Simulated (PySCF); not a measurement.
# C5H13B (BEt2Me): the cost of one run

Computed with PySCF 2.14.0, with density-fitted response routines of our own, on a single molecule in the gas phase. Atoms are numbered from 0 throughout.

### Step 1. The molecule as given

19 atoms, charge 0, multiplicity 1; geometry from: GFN2-xTB. The atoms were then displaced at random by about 0.03 Å, so the start is not that level's minimum.

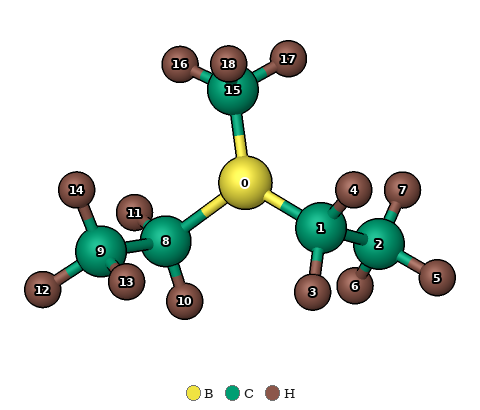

The starting geometry (boron yellow, carbon teal, hydrogen brown), atoms numbered; sticks join atoms by distance.

### Step 2. Geometry optimisation at PBE0-D3(BJ)/def2-SVP

What the job is given:

```
{"job": {"xc": "PBE0", "basis": "def2-SVP", "d3": "d3bj", "grid": 1, "maxiter": 40, "shake": 0.03, "kind": "geom"}, "charge": 0, "multiplicity": 1}
B     -0.107190    -0.384610     0.025500
C      1.400430    -0.337710    -0.052480
C      1.934300    -0.281710     1.352690
H      1.910280     0.543280    -0.602470
H      1.800570    -1.239740    -0.565540
H      3.071000    -0.250730     1.345790
H      1.684090     0.612680     1.899000
H      1.719180    -1.126170     1.934550
C     -0.942210     1.094560     0.111960
C     -1.378400     1.457500    -1.340670
H     -0.342970     1.878900     0.471440
H     -1.817560     1.036930     0.694100
H     -1.983180     2.446680    -1.396740
H     -0.552800     1.564390    -1.999590
H     -2.041590     0.673830    -1.786790
C     -0.961720    -1.626590     0.025190
H     -2.014730    -1.541510     0.217290
H     -0.561790    -2.366260     0.722810
H     -0.878450    -2.160240    -0.971450
```

On the command line:

```bash
$ OMP_NUM_THREADS=1 python probes_run.py task.json out
```

The driver reads the jobs from task.json and runs them one after another.

**Question.** How long does this first job take on 1 thread of Intel Xeon, shared host, and how much memory does it need?

About 57 s, with a peak of 0.59 GiB.
